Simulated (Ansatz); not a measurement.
# Run report: C₂H₁₀AsNSi, geometry relaxation (part 1 of 2)

The run: geometry relaxation of C₂H₁₀AsNSi. Method and program: RKS PBE0-D4/def2-TZVP (Ansatz 0.2.0).

The geometry: PBE-D4/def2-SVP start. Figures and captions count atoms from 1; the log counts them from 0 in places.

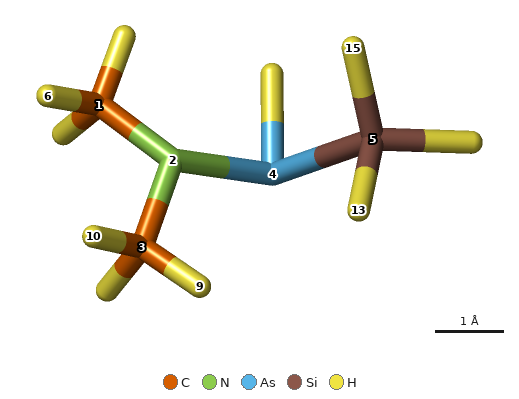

Fig. 1: The input geometry (stick view, seen at a tilt; atoms are numbered from 1 in the order of the input). Bond lengths as drawn: As–H 1.54 Å, As–N 1.93 Å, As–Si 2.40 Å, C–H 1.11 to 1.12 Å, C–N 1.45 to 1.46 Å and H–Si 1.50 to 1.51 Å.

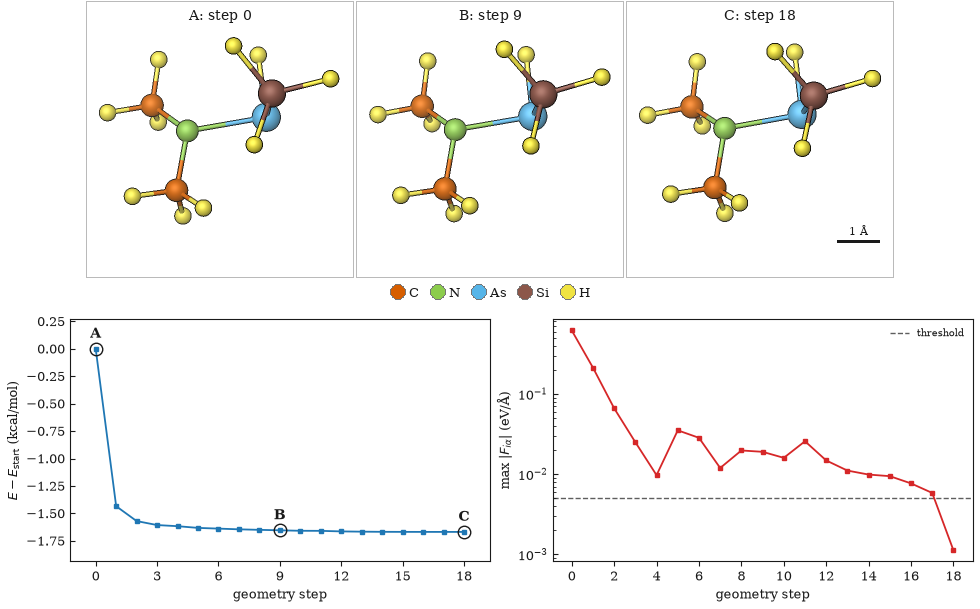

Fig. 2: Frames of the relaxation (ball-and-stick view, seen at a tilt) above the curves, on which the letters mark them (the first geometry is step 0 here and step 1 in the log).

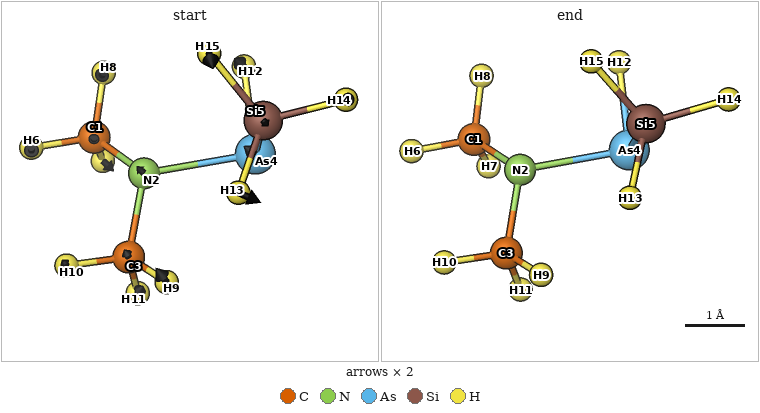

Fig. 3: Before (left) and after (right) the relaxation, at one scale (ball-and-stick view, seen at a tilt). The black arrows give the displacements, magnified 2 times. After 18 geometry steps the energy has fallen by 1.67 kcal/mol. The largest force component goes from 0.62 to 0.0011 eV/Å. The largest moves after the best rigid fit, 0.21 Å, are those of H13 and H15. By element the largest moves are H 0.21 Å, As 0.13 Å, C 0.09 Å, N 0.09 Å, Si 0.07 Å. Among the contacts that change: N2–As4 1.933 → 1.895 Å, As4–Si5 2.398 → 2.373 Å, C1–H7 1.123 → 1.104 Å, Si5–H15 1.503 → 1.484 Å. Among the angles that change: N2–As4–Si5 88.6° → 92.5°, As4–Si5–H14 112.4° → 110.0°. (Atoms are counted from 1 in the order of the input.)

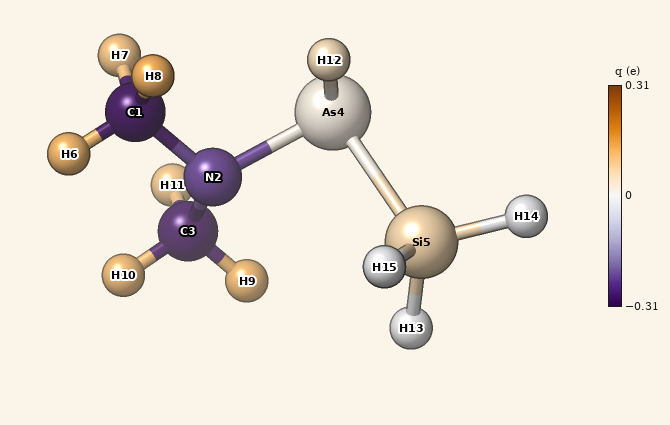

Fig. 4: Mulliken charges, as the colour of each atom (ball-and-stick view, seen at a tilt; atoms are numbered from 1 in the order of the input). By element: C −0.29, N −0.23, As +0.02, Si +0.07 and H −0.02 to +0.13 e.

These pictures come from the run below.

The input:
```yaml
crystal:
  periodic: [false, false, false]
  atoms:
    - {symbol: C, position_ang: [-1.528131, 0.023715, 1.144408]}
    - {symbol: N, position_ang: [-0.235655, 0.126959, 0.487519]}
    - {symbol: C, position_ang: [0.794094, 0.668134, 1.362645]}
    - {symbol: As, position_ang: [0.365593, -1.509189, -0.348829]}
    - {symbol: Si, position_ang: [0.906675, -0.237782, -2.309155]}
    - {symbol: H, position_ang: [-1.824452, 1.028363, 1.523030]}
    - {symbol: H, position_ang: [-1.553061, -0.677064, 2.022136]}
    - {symbol: H, position_ang: [-2.305137, -0.303680, 0.423314]}
    - {symbol: H, position_ang: [1.757816, 0.757123, 0.818387]}
    - {symbol: H, position_ang: [0.501980, 1.693475, 1.680959]}
    - {symbol: H, position_ang: [0.980738, 0.069355, 2.293327]}
    - {symbol: H, position_ang: [-1.023370, -1.850339, -0.932609]}
    - {symbol: H, position_ang: [1.939042, 0.774505, -1.889888]}
    - {symbol: H, position_ang: [1.504012, -1.091252, -3.400186]}
    - {symbol: H, position_ang: [-0.301944, 0.476978, -2.845858]}
basis:
  gaussian: {orbitals: def2-TZVP}
hamiltonian: {xc: pbe0, dispersion: d4}
relax: {f_tol: 0.005, max_steps: 150}
```

Launch command:
```bash
ansatz run in.yaml --threads 4 --pin off --events-out ev --progress --plain --max-ram 11315MiB
```

What the program printed:
```
Functional definition: PBE0
  name "PBE0"
  cite "Adamo & Barone, J. Chem. Phys. 110, 6158 (1999) doi:10.1063/1.478522"
  cite "Perdew, Burke & Ernzerhof, Phys. Rev. Lett. 77, 3865 (1996) doi:10.1103/PhysRevLett.77.3865"
  parent pbe
  parameter a = 0.25
  parameter kappa = 0.804
  parameter beta = 0.06672455060314922
  exchange = (1 - a)*pbe_x(kappa = kappa, mu = beta*pi^2/3) + a*exact_x
  correlation = pbe_c(beta = beta)
1646 factors; their error is unknown
mean field evaluation 1: about -72423.0529 eV, gradient 6.1e1 eV
mean field evaluation 2: about -72402.5632 eV, gradient 1.1e2 eV
mean field evaluation 4: about -72431.4938 eV, gradient 6.7e0 eV
mean field evaluation 8: about -72431.5774 eV, gradient 7.9e-2 eV
mean field evaluation 16: about -72431.8460 eV, gradient 4.2e-4 eV
mean field -72431.84602919 eV, -2661.8212455040 hartree, gradient 2.6e-5 eV, S^2 0.000000; 0 other end points of the search recorded, 0 dependent functions left out
the calculation of the forces begins
reference -72431.84606774 eV, -2661.8212469207 hartree; 38, 38 occupied and 200, 200 virtual orbitals, 1646 factors
relax step   1: F+E_penalty+E_count = -72432.16895140 eV  Δ(F+E_penalty+E_count) = +0.000e0 eV  max|allowed force component| = 6.186e-1 eV/Å  Δτ_max = 0.0000 Å  (30 SCF iters, accepted)
these checks for a lower state are left out or cut short: starts, cluster_reference, orbital_swaps, neighbouring_geometries, increment
1646 factors; their error is unknown
mean field -72431.90539282 eV, -2661.8234270775 hartree, gradient 9.6e-6 eV, S^2 0.000000; 0 other end points of the search recorded, 0 dependent functions left out
[... from here on the field's lines of each further geometry are left out, up to the last ...]
relax step   2: F+E_penalty+E_count = -72432.23115044 eV  Δ(F+E_penalty+E_count) = -6.220e-2 eV  max|allowed force component| = 2.127e-1 eV/Å  Δτ_max = 0.0505 Å  (32 SCF iters, accepted)
relax step   3: F+E_penalty+E_count = -72432.23702829 eV  Δ(F+E_penalty+E_count) = -5.878e-3 eV  max|allowed force component| = 6.630e-2 eV/Å  Δτ_max = 0.0309 Å  (32 SCF iters, accepted)
relax step   4: F+E_penalty+E_count = -72432.23860424 eV  Δ(F+E_penalty+E_count) = -1.576e-3 eV  max|allowed force component| = 2.504e-2 eV/Å  Δτ_max = 0.0249 Å  (34 SCF iters, accepted)
relax step   5: F+E_penalty+E_count = -72432.23904954 eV  Δ(F+E_penalty+E_count) = -4.453e-4 eV  max|allowed force component| = 9.739e-3 eV/Å  Δτ_max = 0.0100 Å  (34 SCF iters, accepted)
relax step   6: F+E_penalty+E_count = -72432.23972468 eV  Δ(F+E_penalty+E_count) = -6.751e-4 eV  max|allowed force component| = 3.524e-2 eV/Å  Δτ_max = 0.0335 Å  (32 SCF iters, accepted)
relax step   7: F+E_penalty+E_count = -72432.24000694 eV  Δ(F+E_penalty+E_count) = -2.823e-4 eV  max|allowed force component| = 2.843e-2 eV/Å  Δτ_max = 0.0239 Å  (32 SCF iters, accepted)
relax step   8: F+E_penalty+E_count = -72432.24028971 eV  Δ(F+E_penalty+E_count) = -2.828e-4 eV  max|allowed force component| = 1.196e-2 eV/Å  Δτ_max = 0.0391 Å  (32 SCF iters, accepted)
relax step   9: F+E_penalty+E_count = -72432.24049423 eV  Δ(F+E_penalty+E_count) = -2.045e-4 eV  max|allowed force component| = 1.978e-2 eV/Å  Δτ_max = 0.0269 Å  (32 SCF iters, accepted)
relax step  10: F+E_penalty+E_count = -72432.24067851 eV  Δ(F+E_penalty+E_count) = -1.843e-4 eV  max|allowed force component| = 1.902e-2 eV/Å  Δτ_max = 0.0189 Å  (33 SCF iters, accepted)
relax step  11: F+E_penalty+E_count = -72432.24086831 eV  Δ(F+E_penalty+E_count) = -1.898e-4 eV  max|allowed force component| = 1.600e-2 eV/Å  Δτ_max = 0.0319 Å  (32 SCF iters, accepted)
relax step  12: F+E_penalty+E_count = -72432.24089316 eV  Δ(F+E_penalty+E_count) = -2.485e-5 eV  max|allowed force component| = 2.576e-2 eV/Å  Δτ_max = 0.0269 Å  (32 SCF iters, accepted)
relax step  13: F+E_penalty+E_count = -72432.24111236 eV  Δ(F+E_penalty+E_count) = -2.192e-4 eV  max|allowed force component| = 1.485e-2 eV/Å  Δτ_max = 0.0123 Å  (33 SCF iters, accepted)
relax step  14: F+E_penalty+E_count = -72432.24121614 eV  Δ(F+E_penalty+E_count) = -1.038e-4 eV  max|allowed force component| = 1.111e-2 eV/Å  Δτ_max = 0.0147 Å  (34 SCF iters, accepted)
relax step  15: F+E_penalty+E_count = -72432.24127696 eV  Δ(F+E_penalty+E_count) = -6.082e-5 eV  max|allowed force component| = 9.904e-3 eV/Å  Δτ_max = 0.0148 Å  (34 SCF iters, accepted)
relax step  16: F+E_penalty+E_count = -72432.24129945 eV  Δ(F+E_penalty+E_count) = -2.249e-5 eV  max|allowed force component| = 9.462e-3 eV/Å  Δτ_max = 0.0086 Å  (34 SCF iters, accepted)
relax step  17: F+E_penalty+E_count = -72432.24130805 eV  Δ(F+E_penalty+E_count) = -8.600e-6 eV  max|allowed force component| = 7.689e-3 eV/Å  Δτ_max = 0.0027 Å  (34 SCF iters, accepted)
relax step  18: F+E_penalty+E_count = -72432.24131246 eV  Δ(F+E_penalty+E_count) = -4.402e-6 eV  max|allowed force component| = 5.848e-3 eV/Å  Δτ_max = 0.0014 Å  (34 SCF iters, accepted)
the calculation of the forces begins
reference -72431.91762739 eV, -2661.8238766894 hartree; 38, 38 occupied and 200, 200 virtual orbitals, 1646 factors
relax step  19: F+E_penalty+E_count = -72432.24131460 eV  Δ(F+E_penalty+E_count) = -2.142e-6 eV  max|allowed force component| = 1.130e-3 eV/Å  Δτ_max = 0.0013 Å  (34 SCF iters, accepted)
1646 factors; their error is unknown
mean field evaluation 160: about -72431.6490 eV, gradient 7.0e-2 eV
mean field -72431.91758888 eV, -2661.8238752742 hartree, gradient 9.2e-6 eV, S^2 0.000000; 1 other end points of the search recorded, 0 dependent functions left out
the calculation of the forces begins
reference -72431.91762739 eV, -2661.8238766894 hartree; 38, 38 occupied and 200, 200 virtual orbitals, 1646 factors
Total energy: -72432.24135311 eV, -2661.8357733901 hartree
Atom 0 at    -1.534886    -0.021423     1.226403 Å, force     0.000343    -0.000808     0.000841 eV/Å
Atom 1 at    -0.313404     0.169620     0.474941 Å, force    -0.000621    -0.000491    -0.000399 eV/Å
Atom 2 at     0.740012     0.712273     1.309088 Å, force    -0.000025     0.000407    -0.000124 eV/Å
Atom 3 at     0.275140    -1.418921    -0.375103 Å, force    -0.000949     0.001130    -0.001023 eV/Å
Atom 4 at     0.977741    -0.245202    -2.313556 Å, force     0.000059    -0.000268     0.000682 eV/Å
Atom 5 at    -1.837439     0.935822     1.664442 Å, force     0.000731     0.000063    -0.000553 eV/Å
Atom 6 at    -1.441522    -0.748913     2.051498 Å, force    -0.000335     0.000263    -0.000068 eV/Å
Atom 7 at    -2.336945    -0.355379     0.565191 Å, force     0.000236     0.000098    -0.000198 eV/Å
Atom 8 at     1.650455     0.862936     0.723416 Å, force     0.000011    -0.000108     0.000241 eV/Å
Atom 9 at     0.427849     1.690235     1.689581 Å, force    -0.000171    -0.000202    -0.000187 eV/Å
Atom 10 at     0.991952     0.077837     2.175805 Å, force     0.000201    -0.000070     0.000256 eV/Å
Atom 11 at    -1.075212    -1.724725    -1.017332 Å, force     0.000736     0.000094     0.000433 eV/Å
Atom 12 at     2.103619     0.644529    -1.922813 Å, force    -0.000025     0.000083     0.000114 eV/Å
Atom 13 at     1.471289    -1.204767    -3.339478 Å, force    -0.000200    -0.000022     0.000008 eV/Å
Atom 14 at    -0.120448     0.575378    -2.882882 Å, force     0.000011    -0.000167    -0.000021 eV/Å
Dipole moment:    -0.076614     0.037553     0.131576 e Å
```

Trajectory as extended XYZ (Å, eV, eV/Å), 19 frames, from step=1 to step=19:
```
15
Properties=species:S:1:pos:R:3:forces:R:3 step=1 energy=-72432.16895
C    -1.5281    0.0237    1.1444   -0.2583  -0.0038   0.1994
N    -0.2357    0.1270    0.4875    0.0856  -0.3322   0.0532
C     0.7941    0.6681    1.3626    0.1901   0.1352   0.2147
As    0.3656   -1.5092   -0.3488   -0.4451   0.6186  -0.0668
Si    0.9067   -0.2378   -2.3092    0.0696   0.0650  -0.0616
H    -1.8245    1.0284    1.5230    0.1811  -0.4947  -0.2024
H    -1.5531   -0.6771    2.0221    0.0709   0.3429  -0.4777
H    -2.3051   -0.3037    0.4233    0.4381   0.1632   0.3444
H     1.7578    0.7571    0.8184   -0.4952  -0.0640   0.2458
H     0.5020    1.6935    1.6810    0.1159  -0.5092  -0.1705
H     0.9807    0.0694    2.2933   -0.1395   0.2537  -0.5055
H    -1.0234   -1.8503   -0.9326    0.2904   0.0513   0.1321
H     1.9390    0.7745   -1.8899   -0.2218  -0.2169  -0.0855
H     1.5040   -1.0913   -3.4002   -0.1377   0.1585   0.2419
H    -0.3019    0.4770   -2.8459    0.2559  -0.1676   0.1384
15
Properties=species:S:1:pos:R:3:forces:R:3 step=2 energy=-72432.23115
C    -1.5178    0.0240    1.1416   -0.1342   0.0194   0.0771
N    -0.2447    0.1518    0.4666    0.0608  -0.2127  -0.0026
C     0.7818    0.6697    1.3483    0.0963   0.0962   0.0996
As    0.3506   -1.4695   -0.3528   -0.1143   0.1671   0.1289
Si    0.9151   -0.2395   -2.2960   -0.0223   0.0490  -0.0854
H    -1.8125    1.0087    1.5369    0.0502  -0.1632  -0.0612
H    -1.5130   -0.6865    1.9947    0.0319   0.1143  -0.1609
H    -2.2908   -0.2972    0.4332    0.1127   0.0494   0.1083
H     1.7337    0.7643    0.8094   -0.1357  -0.0101   0.0848
H     0.4930    1.6769    1.6851    0.0447  -0.1598  -0.0536
H     0.9598    0.0506    2.2513   -0.0499   0.0804  -0.1699
H    -1.0231   -1.8251   -0.9196    0.0567   0.0038  -0.0082
H     1.9387    0.7629   -1.8831   -0.0489  -0.0575  -0.0284
H     1.4977   -1.1022   -3.3681   -0.0338   0.0416   0.0707
H    -0.2903    0.4605   -2.8182    0.0858  -0.0178   0.0006
15
Properties=species:S:1:pos:R:3:forces:R:3 step=3 energy=-72432.23703
C    -1.5137    0.0235    1.1422   -0.0091   0.0106   0.0082
N    -0.2409    0.1516    0.4703   -0.0110  -0.0560  -0.0243
C     0.7792    0.6725    1.3556    0.0094   0.0061   0.0029
As    0.3531   -1.4588   -0.3435   -0.0086   0.0642  -0.0279
Si    0.9013   -0.2412   -2.3007    0.0663   0.0028   0.0058
H    -1.8054    1.0004    1.5415   -0.0066   0.0168   0.0107
H    -1.5043   -0.6886    1.9847    0.0036  -0.0189   0.0163
H    -2.2832   -0.2921    0.4364   -0.0205  -0.0074  -0.0155
H     1.7292    0.7700    0.8255    0.0222   0.0044  -0.0121
H     0.4870    1.6720    1.6921   -0.0085   0.0167   0.0045
H     0.9496    0.0513    2.2502    0.0045  -0.0163   0.0187
H    -1.0067   -1.8188   -0.9304   -0.0386  -0.0208   0.0249
H     1.9301    0.7501   -1.8928    0.0197   0.0216  -0.0127
H     1.4833   -1.1142   -3.3568   -0.0010  -0.0199  -0.0103
H    -0.2804    0.4716   -2.8452   -0.0218  -0.0041   0.0108
15
Properties=species:S:1:pos:R:3:forces:R:3 step=4 energy=-72432.23860
C    -1.5183    0.0217    1.1507    0.0112  -0.0054  -0.0035
N    -0.2488    0.1521    0.4723    0.0000  -0.0077  -0.0250
C     0.7755    0.6734    1.3531   -0.0058  -0.0016  -0.0016
As    0.3456   -1.4507   -0.3502    0.0094   0.0105   0.0205
Si    0.9168   -0.2396   -2.3066   -0.0144   0.0003  -0.0086
H    -1.8074    0.9967    1.5560   -0.0051   0.0200   0.0103
H    -1.5033   -0.6942    1.9896   -0.0025  -0.0211   0.0226
H    -2.2919   -0.2908    0.4480   -0.0189  -0.0085  -0.0167
H     1.7225    0.7746    0.8182    0.0200   0.0032  -0.0130
H     0.4828    1.6710    1.6940   -0.0082   0.0224   0.0079
H     0.9521    0.0496    2.2446    0.0082  -0.0152   0.0224
H    -1.0190   -1.8176   -0.9238   -0.0022   0.0047  -0.0100
H     1.9482    0.7539   -1.9095    0.0125   0.0036   0.0061
H     1.4921   -1.1203   -3.3602    0.0004  -0.0181   0.0007
H    -0.2690    0.4696   -2.8471   -0.0046   0.0132  -0.0121
15
Properties=species:S:1:pos:R:3:forces:R:3 step=5 energy=-72432.23905
C    -1.5194    0.0199    1.1539    0.0051  -0.0061  -0.0004
N    -0.2507    0.1535    0.4740    0.0009   0.0094  -0.0081
C     0.7743    0.6750    1.3546   -0.0026   0.0022   0.0016
As    0.3455   -1.4458   -0.3516   -0.0035  -0.0031   0.0076
Si    0.9186   -0.2398   -2.3113   -0.0097  -0.0008   0.0005
H    -1.8084    0.9938    1.5630   -0.0009   0.0038   0.0041
H    -1.5031   -0.6993    1.9908   -0.0019  -0.0081   0.0071
H    -2.2943   -0.2906    0.4507   -0.0042  -0.0040  -0.0042
H     1.7205    0.7796    0.8179    0.0044   0.0016  -0.0041
H     0.4797    1.6717    1.6983   -0.0028   0.0061   0.0038
H     0.9541    0.0492    2.2448    0.0039  -0.0038   0.0068
H    -1.0195   -1.8121   -0.9258    0.0043   0.0015  -0.0070
H     1.9540    0.7507   -1.9149    0.0062  -0.0002  -0.0034
H     1.4912   -1.1290   -3.3598   -0.0027  -0.0074   0.0046
H    -0.2644    0.4725   -2.8555    0.0037   0.0088  -0.0088
```
